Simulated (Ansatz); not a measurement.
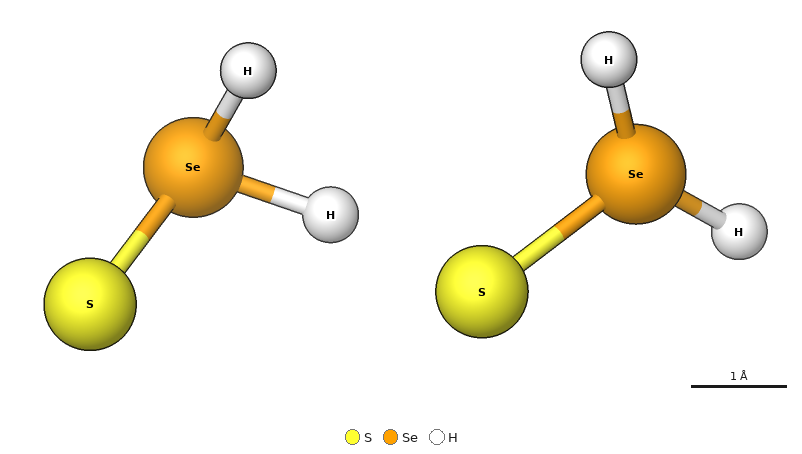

Two geometries of H$_{2}$SeS, drawn at one scale. One is the start of a relaxation, the other its converged end. The picture is a ball-and-stick view, seen at a tilt.

Theory: RKS PBE-D4/def2-SVP (Ansatz). Set-up: force threshold 0.03 eV/Å; at most 250 steps.

Which one is relaxed?

Answer. The left one is the relaxed one. It is one of the separated reactants of a reaction. The Se atom moves most after the best rigid fit: 0.53 Å. By element the largest moves are Se 0.53 Å, H 0.45 Å, S 0.16 Å. Near-neighbour distances that change, for instance: S–Se 2.190 → 2.103 Å, H–Se 1.474 → 1.537 Å, H–Se 1.510 → 1.536 Å. Bond angles that change, for instance: H–Se–H 140.7° → 85.8°, S–Se–H 120.9° → 108.4°, S–Se–H 97.0° → 108.4°. After 6 geometry steps the energy has fallen by 2.190 eV. The largest force component goes from 2.4 to 0.0068 eV/Å.
